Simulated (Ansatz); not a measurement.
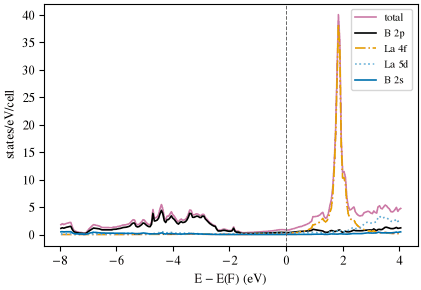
*Total and projected density of states of LaB$_{6}$ in space group Pm-3m (No. 221; La on 1a, B on 6f), plane-wave PAW PBE (Ansatz code)*

Which orbitals carry the states next to the Fermi level?

Within 0.5 eV of the Fermi level: B 2p 42 %, La 5d 30 %, La 4f 25 %. Projections are on Löwdin-orthogonalised atomic valence shells; empty p or d shells of many metals are not among them.

Where is the tallest occupied peak in this window, and what makes it?

Near -4.4 eV, about 5.5 states/eV per cell; the largest projected share is B 2p.

The cell was relaxed with PBE under the symmetry of its start. Spin–orbit coupling is left out wherever it is not named.

Potentials: the earlier of the program's two PAW sets.
